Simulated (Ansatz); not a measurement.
# ZrC (Fm-3m): thermal expansion under pressure, part 3 of 3

Aim: how pressure changes the thermal expansion of ZrC.

Ansatz 0.2.0; DFT PBE, scalar-relativistic, plane waves, PAW.

So far, principal linear expansion coefficients at 298 K (× 1e-6/K): step 6 (phonons on strained cells, pressure 2 GPa) 5.98.

The database entry behind the starting cell differs from later determinations by our own check (an axis about 0.7 % long against later determinations), so it need not match the best structure at ambient conditions.

## 8. Phonons on strained cells, pressure 10 GPa

Thermal expansion follows from how the free energy of the vibrations (and of the electrons in a metal) changes with strain, so the program makes strained cells, their phonons and a fit in one run.

input.yaml reads:

```yaml
crystal:
  lattice:
    - [0.0, 2.3220588597, 2.3220588597]
    - [2.3220588597, 0.0, 2.3220588597]
    - [2.3220588597, 2.3220588597, 0.0]
  atoms:
    - { symbol: Zr, position: [0.5, 0.5, 0.5] }
    - { symbol: C, position: [0.0, 0.0, 0.0] }
kpoints:
  mp_grid: { grid: [16, 16, 16] }
hamiltonian:
  xc: pbe
scf:
  occupations: { method: methfessel_paxton, width: 0.2 }
output:
  eigenvalues: true
phonons:
  method: dfpt
  qmesh: [4, 4, 4]
  temperatures: { t_max: 1200.0, t_step: 50 }
  thermal_expansion: { pressure: 10.0 }
```

Launch:

```sh
$ ansatz run input.yaml --threads 4 --pin off --max-ram 8192MiB --backend cpu --events-out ev --progress --plain --runs-dir out
```

Numbers of over 12 decimals in the logs are rounded to 6 here.

The program printed:

```text
[...]
Crystal: 2 atoms, lattice volume = 25.041 Å³
Basis set: ecut = 487.2 eV, 609 PW (Γ), exchange–correlation on 48×48×48 points (8 copies of the dense FFT grid, shifted against one another)
Bands: 12, of which v1, the nominal top of the filled ones, is band 8 counted from 1 (7 counted from 0)
Symmetry: 48 space group operations
[...]
k-points: 145 of 4096
[...]
SCF iter   1: F=—  HF=-4436.466527 eV  |F-HF|=—  |Δ(HF+E_count)|=         —  Δρ=9.21e-4  dr2=7.34e-5  ethr=1.77e-3  ⟨swp⟩=5.0  Hψ=8706  notcnv=0
[...]
SCF iter   7: F=-4436.466373 eV  HF=-4436.466373 eV  |F-HF|=8.19e-12  |Δ(HF+E_count)|=  6.37e-12  S|Δr|=    0.00e0  Δρ=2.80e-7  dr2=1.07e-11  ethr=1.00e-12  ⟨swp⟩=5.8  Hψ=6907  notcnv=0
SCF 1 converged in 7 iterations: F = -4436.466373 eV  dr2 = 1.07e-11
[...]
relax step   1: F+E_penalty+E_count = -4436.46637262 eV  Δ(F+E_penalty+E_count) = +0.000e0 eV  max|allowed force component| = 6.285e-29 eV/Å  Δτ_max = 0.0000 Å  (7 SCF iters, accepted)
SCF converged after 7 iterations
[...]
Free energy (F): -4436.466373 eV
[...]
Internal energy: -4436.466170 eV  (E = F + TS)
E sigma→0 (E₀):  -4436.466322 eV
Entropy (-TS):   -0.000203 eV (-0.101 meV/atom)
Fermi energy:    15.478445 eV
[...]
--- Stress (GPa, compression-positive) ---
       10.004872       0.000000      -0.000000
        0.000000      10.004872       0.000000
       -0.000000       0.000000      10.004872
  P = ⅓ Tr σ = 10.0049 GPa (100.049 kbar)
--- Band table (eV; the first three rows and the last of 145) ---
  k-point 0: bands = [... 4 lower, 4.0494, 16.4257, 16.4257, 16.4257, 16.5889, 16.5889, 16.5889, 18.4003]
  k-point 1: bands = [... 4 lower, 4.1444, 15.6646, 15.8663, 15.8663, 16.8112, 16.8112, 17.1459, 18.9304]
  k-point 2: bands = [... 4 lower, 4.4193, 14.6941, 15.0607, 15.0607, 17.1124, 17.1124, 17.5903, 20.0037]
  k-point 144: bands = [... 4 lower, 5.9357, 12.7576, 13.1272, 13.1272, 18.8721, 18.8721, 21.4210, 22.8598]
── thermal expansion: 3 new cells, 3 in all ──
thermal expansion: relaxation of cell 2
thermal expansion: relaxation of cell 3
── thermal expansion: 2 new cells, 5 in all ──
thermal expansion: relaxation of cell 4
thermal expansion: lower-state search of cell 4
thermal expansion: electrons of cell 4
thermal expansion: phonons of cell 4
thermal expansion: relaxation of cell 5
thermal expansion: electrons of cell 1
thermal expansion: electrons of cell 2
thermal expansion: electrons of cell 3
thermal expansion: electrons of cell 5
thermal expansion: phonons of cell 5
── thermal expansion: 5 new cells, 10 in all ──
thermal expansion: relaxation of cell 6
thermal expansion: relaxation of cell 7
thermal expansion: relaxation of cell 8
thermal expansion: relaxation of cell 9
thermal expansion: relaxation of cell 10
thermal expansion: electrons of cell 6
thermal expansion: electrons of cell 7
thermal expansion: electrons of cell 8
thermal expansion: electrons of cell 9
thermal expansion: electrons of cell 10
thermal expansion: phonons of cell 6
thermal expansion: phonons of cell 7
--- Relaxed structure (1 steps of the walk, 1 accepted, 0 SCFs on fresh bases) ---
  F+E_penalty+E_count = -4436.46637262 eV   max|allowed force component| = 6.285e-29 eV/Å
  atoms:
    - { symbol: Zr, position: [0.500000, 0.500000, 0.500000] }
    - { symbol: C, position: [0.0, 0.0, 0.0] }
--- Thermal expansion: 10 cells in 3 rounds, 10 GPa ---
  no lower state was reached at cell 4; its state was not examined: fill_not_monotonic
  without vibrations: a 3.28390, b 3.28390, c 3.28390 Å, V 25.0412 Å³, B 261.56 GPa
  at 0 K: a 3.28950, b 3.28950, c 3.28950 Å, V 25.1696 Å³, B 257.72 GPa
  zero-point expansion: a +0.171, b +0.171, c +0.171, V +0.513 %
[...]
0.00    3.28950    3.28950    3.28950    25.1696 |    0.00    0.00    0.00    0.00 |    7.64 |     0.000     0.000 |   257.72   257.72
   150.00    3.29005    3.29005    3.29005    25.1821 |    2.82    2.82    2.82    8.45 |   12.03 |    21.086    21.044 |   256.71   257.22
   298.15    3.29200    3.29200    3.29200    25.2270 |    4.90    4.90    4.90   14.71 |       - |    37.396    37.148 |   253.89   255.59
   400.00    3.29377    3.29377    3.29377    25.2677 |    5.57    5.57    5.57   16.71 |   15.82 |    42.518    42.090 |   251.64   254.19
   550.00    3.29667    3.29667    3.29667    25.3345 |    6.11    6.11    6.11   18.32 |   16.91 |    46.395    45.696 |   248.15   251.94
   700.00    3.29978    3.29978    3.29978    25.4062 |    6.43    6.43    6.43   19.29 |   17.67 |    48.464    47.489 |   244.54   249.56
   850.00    3.30302    3.30302    3.30302    25.4812 |    6.67    6.67    6.67   20.01 |   18.26 |    49.791    48.533 |   240.85   247.10
  1000.00    3.30638    3.30638    3.30638    25.5590 |    6.88    6.88    6.88   20.63 |   18.75 |    50.775    49.222 |   237.08   244.56
  1150.00    3.30984    3.30984    3.30984    25.6393 |    7.06    7.06    7.06   21.19 |   19.19 |    51.588    49.728 |   233.24   241.97
  1200.00    3.31102    3.31102    3.31102    25.6666 |    7.13    7.13    7.13   21.38 |   19.32 |    51.838    49.872 |   231.95   241.09
[...]
vibrations' free energy: its fit passes through its cells
[...]
free energies summed between the sampled wave vectors
[...]
the FFT grids of the static calculations differ: 24 × 24 × 24, 25 × 25 × 25
```

Elapsed: 25 min, on 4 threads of Arm Neoverse V1, shared host; peak memory 3.6 GiB; 1.6 h of CPU time.

This step gave:

| Item | Value |
| --- | --- |
| pressure | 10.00 GPa |
| volume expansion coefficient at 298 K | 14.71 1e-6/K |
| C_P at 298 K | 18.70 J/mol-atom/K |
| entropy at 298 K | 16.19 J/mol-atom/K |
| isothermal bulk modulus at 298 K | 253.9 GPa |
| Grüneisen parameter at 298 K | 1.528 |
| volume at 298 K | 12.61 Å³/atom |
| principal linear expansion coefficients at 298 K | 4.904, 4.904, 4.904 1e-6/K |

Strained cells of the study; zero-point energy where phonons were solved; the pressures are stresses at a fixed cutoff and can carry an offset from the finite basis. Expansion cells, by row:

```csv
cell,|a| (Å),|b| (Å),|c| (Å),V (Å³/atom),E - E_lowest (meV/atom),"pressure, compression positive (GPa)",gap (eV),zero-point energy (meV/atom)
1,3.284,3.284,3.284,12.52,15.39,9.992,-,-
2,3.31,3.31,3.31,12.82,2.224,4.022,-,-
3,3.258,3.258,3.258,12.22,39.78,16.54,-,-
4,3.284,3.284,3.284,12.52,15.23,9.94,-,72.47
5,3.301,3.301,3.301,12.71,5.767,6.141,-,70.91
6,3.308,3.308,3.308,12.8,2.759,4.401,-,70.17
7,3.321,3.321,3.321,12.95,0,1.807,-,69.01
8,3.252,3.252,3.252,12.15,47.48,18.23,-,-
9,3.268,3.268,3.268,12.34,29.09,13.96,-,-
10,3.339,3.339,3.339,13.16,0.063,-1.874,-,-
```

Quasi-harmonic; a, b, c are the run's own cell vectors. Expansion, by row:

```csv
T (K),a (Å),b (Å),c (Å),alpha (deg),beta (deg),gamma (deg),cell volume (Å³/cell),alpha_a (1e-6/K),alpha_b (1e-6/K),alpha_c (1e-6/K),alpha_V (1e-6/K),C_P (J/mol-atom/K),C_V (J/mol-atom/K),S (J/mol-atom/K),B_T (GPa),B_S (GPa),Grueneisen,extrapolation,fit error (1e-6/K)
0,3.289,3.289,3.289,60,60,60,25.17,0,0,0,0,0,0,0,257.7,257.7,-,0,0
50,3.29,3.29,3.29,60,60,60,25.17,0.33,0.33,0.33,1,1.287,1.287,0.371,257.7,257.7,1.512,0,0
100,3.29,3.29,3.29,60,60,60,25.17,1.65,1.65,1.65,4.95,6.13,6.125,2.716,257.4,257.6,1.576,0,0
150,3.29,3.29,3.29,60,60,60,25.18,2.82,2.82,2.82,8.45,10.54,10.52,6.062,256.7,257.2,1.563,0,0
200,3.291,3.291,3.291,60,60,60,25.19,3.73,3.73,3.73,11.2,14.11,14.06,9.605,255.9,256.8,1.547,0,0
250,3.291,3.291,3.291,60,60,60,25.21,4.42,4.42,4.42,13.26,16.8,16.71,13.06,254.9,256.2,1.535,0,0
298.1,3.292,3.292,3.292,60,60,60,25.23,4.9,4.9,4.9,14.71,18.7,18.57,16.19,253.9,255.6,1.528,0,0
300,3.292,3.292,3.292,60,60,60,25.23,4.92,4.92,4.92,14.76,18.76,18.63,16.3,253.8,255.6,1.527,0,0
350,3.293,3.293,3.293,60,60,60,25.25,5.29,5.29,5.29,15.87,20.19,20.02,19.31,252.8,254.9,1.523,0,0.01
400,3.294,3.294,3.294,60,60,60,25.27,5.57,5.57,5.57,16.71,21.26,21.05,22.08,251.6,254.2,1.52,0,0.01
450,3.295,3.295,3.295,60,60,60,25.29,5.79,5.79,5.79,17.36,22.07,21.81,24.63,250.5,253.5,1.519,0,0.01
500,3.296,3.296,3.296,60,60,60,25.31,5.96,5.96,5.96,17.89,22.7,22.39,26.99,249.3,252.7,1.518,0,0.01
550,3.297,3.297,3.297,60,60,60,25.33,6.11,6.11,6.11,18.32,23.2,22.85,29.18,248.2,251.9,1.518,0,0.01
600,3.298,3.298,3.298,60,60,60,25.36,6.23,6.23,6.23,18.69,23.61,23.21,31.21,247,251.2,1.518,0,0.01
650,3.299,3.299,3.299,60,60,60,25.38,6.34,6.34,6.34,19.01,23.94,23.5,33.12,245.8,250.4,1.519,0,0.01
700,3.3,3.3,3.3,60,60,60,25.41,6.43,6.43,6.43,19.29,24.23,23.75,34.9,244.5,249.6,1.52,0,0.01
750,3.301,3.301,3.301,60,60,60,25.43,6.52,6.52,6.52,19.55,24.48,23.95,36.58,243.3,248.8,1.521,0,0.01
800,3.302,3.302,3.302,60,60,60,25.46,6.6,6.6,6.6,19.79,24.7,24.12,38.17,242.1,247.9,1.523,0,0.01
850,3.303,3.303,3.303,60,60,60,25.48,6.67,6.67,6.67,20.01,24.9,24.27,39.67,240.8,247.1,1.524,0,0.01
900,3.304,3.304,3.304,60,60,60,25.51,6.74,6.74,6.74,20.23,25.07,24.39,41.1,239.6,246.3,1.526,0,0
950,3.305,3.305,3.305,60,60,60,25.53,6.81,6.81,6.81,20.43,25.24,24.51,42.46,238.3,245.4,1.527,0,0
1000,3.306,3.306,3.306,60,60,60,25.56,6.88,6.88,6.88,20.63,25.39,24.61,43.76,237.1,244.6,1.529,0,0.01
1050,3.308,3.308,3.308,60,60,60,25.59,6.94,6.94,6.94,20.82,25.53,24.7,45,235.8,243.7,1.531,0,0.01
1100,3.309,3.309,3.309,60,60,60,25.61,7,7,7,21.01,25.66,24.79,46.19,234.5,242.8,1.533,0,0.01
1150,3.31,3.31,3.31,60,60,60,25.64,7.06,7.06,7.06,21.19,25.79,24.86,47.34,233.2,242,1.535,0,0.01
1200,3.311,3.311,3.311,60,60,60,25.67,7.13,7.13,7.13,21.38,25.92,24.94,48.44,231.9,241.1,1.537,0,0.02
```

The expansion coefficient by temperature; values in 1e-6/K:

```csv
temperature (K),volume,principal 1
0,0,0
100,4.95,1.65
200,11.2,3.73
298,14.7,4.9
350,15.9,5.29
450,17.4,5.79
550,18.3,6.11
600,18.7,6.23
700,19.3,6.43
800,19.8,6.6
900,20.2,6.74
1000,20.6,6.88
1100,21.0,7
1200,21.4,7.13
```

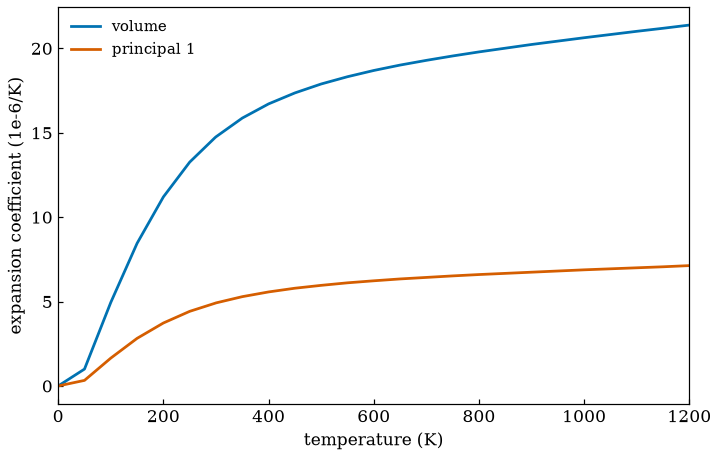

Expansion coefficient, plotted against temperature.

Changing the pressure (2 → 10 GPa) takes the volume expansion at 298 K from 17.9 to 14.7 × 10⁻⁶/K and B_T from 222 to 254 GPa.

## 9. Summary of results

```
settings of these figures                        : PBE, 487.2 eV, k 16×16×16, q 4×4×4, 2 GPa
volume expansion coefficient at 298 K            : 17.94 1e-6/K
C_P at 298 K                                     : 19.21 J/mol-atom/K
entropy at 298 K                                 : 17.19 J/mol-atom/K
isothermal bulk modulus at 298 K                 : 221.7 GPa
Grüneisen parameter at 298 K                     : 1.641
volume at 298 K                                  : 13.05 Å³/atom
principal linear expansion coefficients at 298 K : 5.979, 5.979, 5.979 1e-6/K
```

In words: Near room temperature and at 2 GPa ZrC expands by 17.9 × 10⁻⁶/K in volume by PBE, with C_P = 19.2 J/(mol K) per mole of atoms and B_T = 222 GPa. C_P at room temperature is 77 % of the classical 3R an atom, so the stiffest modes are still partly frozen out. In this metal the study includes the electrons' free energy, which adds a term that grows with temperature, so the heat capacities need not level off at 3R. Going from 2 to 10 GPa changes the volume expansion at 298 K from 17.9 to 14.7 × 10⁻⁶/K; since α = γC_V/(B V), it follows the bulk modulus (222 → 254 GPa) and the Grüneisen parameter (1.6 → 1.5).

[Logs are printed without paths, hosts, clocks, repeated set-up lines and the standing remarks that a program may print on its own settings, such as how far it seeks lower states.]

[Hosts, paths, dates, database ids (printed as entryN), source tags and the programs' standing remarks are cut or masked in the printed files.]

[A step with changed settings may run another functional than the one named; its input shows which.]
